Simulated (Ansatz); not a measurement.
# HOF (hypofluorous acid): CCSD(T)/STO-3G

Aim: the vertical singlet–triplet gap of HOF (hypofluorous acid) at CCSD(T)/STO-3G, from 2 runs. 

The results are computed with Ansatz 0.2.0.

## 1. The structure to begin with

The species is HOF (3 atoms), meant as a singlet with charge 0. As SMILES, `OF`. The shape is that of a PBE0-D4/def2-TZVP optimisation.

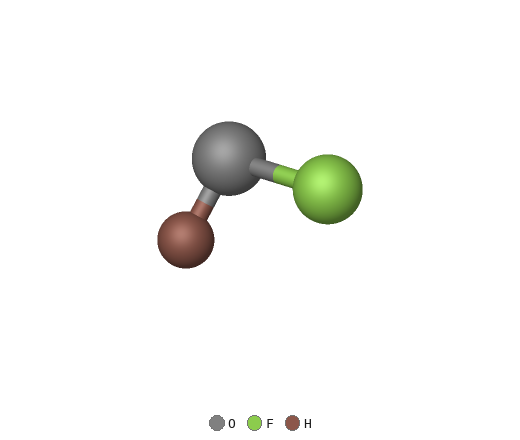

Viewed from a chosen angle; oxygen grey, fluorine green, hydrogen brown.

## 2. The energy at CCSD(T)/STO-3G

run.yaml

```yaml
crystal:
  periodic: [false, false, false]
  atoms:
    - symbol: O
      position_ang: [0.430590, -0.210340, 0.216330]
    - symbol: F
      position_ang: [-0.221910, 1.014620, -0.010980]
    - symbol: H
      position_ang: [-0.208690, -0.804280, -0.205350]
basis:
  gaussian: {orbitals: STO-3G}
accuracy: high
scf: {omitted_lower_state_checks: [cluster_reference, increment]}
magnetization: {spin_polarized: false}
correlation: {method: ccsd_t, frozen_orbitals: {F: 1, H: 0, O: 1}}
```

Run with:

```console
$ ansatz run run.yaml --threads 1 --pin off --max-ram 3480MiB --events-out events.jsonl --progress --plain --runs-dir runs
```

What it wrote:

```text
Warning: RAYON_NUM_THREADS=1 ignored (pool sized by the plan → 1); use --threads N
Functional definition: HF
  name "HF"
  exchange = exact_x
  correlation = 0
these checks for a lower state are left out or cut short: cluster_reference, increment
168 factors; integrals over basis functions are off by at most 4.3e-8 eV
mean field evaluation 1: about -4689.7414 eV, gradient 1.0e1 eV
mean field evaluation 2: about -4689.8546 eV, gradient 1.0e1 eV
mean field evaluation 4: about -4690.3973 eV, gradient 5.0e-1 eV
mean field evaluation 8: about -4690.3981 eV, gradient 1.1e-6 eV
mean field -4690.39808955 eV, -172.3689505250 hartree, gradient 2.8e-8 eV, S^2 0.000000; 0 other end points of the search recorded, 0 dependent functions left out
2 core orbitals not correlated: weight in the atoms' cores, before any rotation towards them, 1.000 or more for the frozen orbitals, at most 0.000 for the correlated occupied ones
reference -4690.39808955 eV, -172.3689505250 hartree; 7, 7 occupied and 2, 2 virtual orbitals, 168 factors
second order -1.67872442 eV of doubles, -0.00000000 eV of singles
cycle   1  -2.13298578 eV  change   -4.5e-1 eV  update   5.5e-2
cycle   2  -2.39215136 eV  change   -2.6e-1 eV  update   2.3e-2
cycle   3  -2.40218429 eV  change   -1.0e-2 eV  update   4.2e-3
cycle   4  -2.40396923 eV  change   -1.8e-3 eV  update   1.6e-3
cycle   5  -2.40371301 eV  change    2.6e-4 eV  update   5.4e-4
cycle   6  -2.40351300 eV  change    2.0e-4 eV  update   2.4e-4
cycle   7  -2.40371039 eV  change   -2.0e-4 eV  update   1.2e-4
cycle   8  -2.40368752 eV  change    2.3e-5 eV  update   4.1e-5
cycle   9  -2.40366975 eV  change    1.8e-5 eV  update   1.2e-5
cycle  10  -2.40367479 eV  change   -5.0e-6 eV  update   2.9e-6
cycle  11  -2.40367574 eV  change   -9.5e-7 eV  update   9.8e-7
cycle  12  -2.40367638 eV  change   -6.4e-7 eV  update   3.2e-7
cycle  13  -2.40367588 eV  change    5.0e-7 eV  update   1.1e-7
cycle  14  -2.40367592 eV  change   -3.8e-8 eV  update   4.0e-8
cycle  15  -2.40367587 eV  change    5.0e-8 eV  update   2.3e-8
cycle  16  -2.40367580 eV  change    7.1e-8 eV  update   1.9e-8
cycle  17  -2.40367537 eV  change    4.4e-7 eV  update   6.4e-8
cycle  18  -2.40367522 eV  change    1.5e-7 eV  update   2.6e-8
cycle  19  -2.40367517 eV  change    5.0e-8 eV  update   8.4e-9
cycle  20  -2.40367516 eV  change    1.1e-8 eV  update   2.9e-9
cycle  21  -2.40367516 eV  change   -1.7e-9 eV  update  7.1e-10
cycle  22  -2.40367516 eV  change  -6.8e-10 eV  update  2.2e-10
perturbative correction -0.00812127 eV, -0.0002984510 hartree
Total energy: -4692.80988598 eV, -172.4575824090 hartree
Checks for a lower state left out: cluster_reference, increment
```

Run time: 0.1 s. Hardware: 1 thread of Arm Neoverse V1, shared host.

## 3. The triplet at the same level

molecule.yaml

```yaml
crystal:
  periodic: [false, false, false]
  atoms:
    - {symbol: O, position_ang: [0.430590, -0.210340, 0.216330]}
    - {symbol: F, position_ang: [-0.221910, 1.014620, -0.010980]}
    - {symbol: H, position_ang: [-0.208690, -0.804280, -0.205350]}
basis:
  gaussian: {orbitals: STO-3G}
magnetization: {spin_polarized: true, initial_magnetization: 2}
correlation: {method: ccsd_t, frozen_orbitals: {F: 1, H: 0, O: 1}}
accuracy: high
scf: {omitted_lower_state_checks: [cluster_reference, increment]}
```

Run with:

```console
$ ansatz run molecule.yaml --threads 1 --pin off --max-ram 3480MiB --events-out events.jsonl --progress --plain --runs-dir runs
```

What it wrote:

```text
Warning: RAYON_NUM_THREADS=1 ignored (pool sized by the plan → 1); use --threads N
[... 4 set-up lines as earlier in the session ...]
these checks for a lower state are left out or cut short: cluster_reference, increment
168 factors; integrals over basis functions are off by at most 4.3e-8 eV
mean field evaluation 1: about -4684.3620 eV, gradient 7.6e0 eV
mean field evaluation 2: about -4684.6385 eV, gradient 7.6e0 eV
mean field evaluation 4: about -4685.3945 eV, gradient 1.3e0 eV
mean field evaluation 8: about -4685.2566 eV, gradient 4.0e-1 eV
mean field evaluation 16: about -4685.6483 eV, gradient 1.7e-4 eV
mean field evaluation 32: about -4684.9789 eV, gradient 3.0e-1 eV
mean field -4685.64834561 eV, -172.1944006548 hartree, gradient 1.3e-8 eV, S^2 2.006318; 5 other end points of the search recorded, 0 dependent functions left out
2 core orbitals not correlated: weight in the atoms' cores, before any rotation towards them, 1.000 or more for the frozen orbitals, at most 0.000 for the correlated occupied ones
reference -4685.64834561 eV, -172.1944006548 hartree; 8, 6 occupied and 1, 3 virtual orbitals, 168 factors
second order -0.77369380 eV of doubles, -0.00000000 eV of singles
cycle   1  -1.04879661 eV  change   -2.8e-1 eV  update   6.2e-2
cycle   2  -1.31401339 eV  change   -2.7e-1 eV  update   5.3e-2
cycle   3  -1.76502752 eV  change   -4.5e-1 eV  update   4.2e-2
cycle   4  -1.81347350 eV  change   -4.8e-2 eV  update   1.4e-2
cycle   5  -1.83591198 eV  change   -2.2e-2 eV  update   4.8e-3
cycle   6  -1.83206386 eV  change    3.8e-3 eV  update   1.6e-3
cycle   7  -1.83049513 eV  change    1.6e-3 eV  update   8.5e-4
cycle   8  -1.83310683 eV  change   -2.6e-3 eV  update   3.3e-4
cycle   9  -1.83297550 eV  change    1.3e-4 eV  update   1.1e-4
cycle  10  -1.83288242 eV  change    9.3e-5 eV  update   5.2e-5
cycle  11  -1.83292286 eV  change   -4.0e-5 eV  update   2.1e-5
cycle  12  -1.83292211 eV  change    7.5e-7 eV  update   9.6e-6
cycle  13  -1.83291542 eV  change    6.7e-6 eV  update   4.5e-6
cycle  14  -1.83291200 eV  change    3.4e-6 eV  update   1.8e-6
cycle  15  -1.83291268 eV  change   -6.8e-7 eV  update   7.8e-7
cycle  16  -1.83291352 eV  change   -8.4e-7 eV  update   3.8e-7
cycle  17  -1.83291414 eV  change   -6.2e-7 eV  update   1.8e-7
cycle  18  -1.83291416 eV  change   -2.6e-8 eV  update   7.4e-8
cycle  19  -1.83291408 eV  change    8.0e-8 eV  update   4.5e-8
cycle  20  -1.83291407 eV  change    1.5e-8 eV  update   2.6e-8
cycle  21  -1.83291378 eV  change    2.8e-7 eV  update   1.8e-7
cycle  22  -1.83291322 eV  change    5.6e-7 eV  update   1.2e-7
cycle  23  -1.83291276 eV  change    4.7e-7 eV  update   6.2e-8
cycle  24  -1.83291257 eV  change    1.9e-7 eV  update   2.4e-8
cycle  25  -1.83291251 eV  change    6.2e-8 eV  update   1.0e-8
cycle  26  -1.83291248 eV  change    2.7e-8 eV  update   4.4e-9
cycle  27  -1.83291249 eV  change   -8.8e-9 eV  update   2.1e-9
cycle  28  -1.83291249 eV  change    2.8e-9 eV  update  8.0e-10
cycle  29  -1.83291249 eV  change  -3.6e-10 eV  update  2.9e-10
perturbative correction -0.00958687 eV, -0.0003523111 hartree
Total energy: -4687.49084498 eV, -172.2621112574 hartree
Checks for a lower state left out: cluster_reference, increment
```

Run time: 0.2 s. Hardware: 1 thread of Arm Neoverse V1, shared host.

## 4. Outcome

Level: CCSD(T)/STO-3G, 2 core orbitals frozen.

| quantity | value |
| --- | --- |
| singlet: total energy | -172.45758 Eh |
| singlet: correlation energy (2 core orbitals frozen) | -88.6 mEh |
| singlet: (T) correction | -0.30 mEh |
| singlet: T1 diagnostic | 0.007 |
| triplet: total energy | -172.26211 Eh |
| triplet: correlation energy (2 core orbitals frozen) | -67.7 mEh |
| triplet: (T) correction | -0.35 mEh |
| triplet: ⟨S²⟩ of the reference determinant | 2.006 |
| triplet: T1 diagnostic | 0.071 |
| vertical energy of the triplet above the singlet | 5.319 eV |

What this shows: At this shape the triplet lies 5.32 eV (513 kJ/mol) above the singlet. In a minimal basis such a difference can be off by several eV, whatever the method. The triples (singlet) make up 0.3 % of the correlation energy. The T1 diagnostic (triplet) of 0.071 is above the customary mark for such species, so a single reference may not serve. The triples (triplet) make up 0.5 % of the correlation energy.
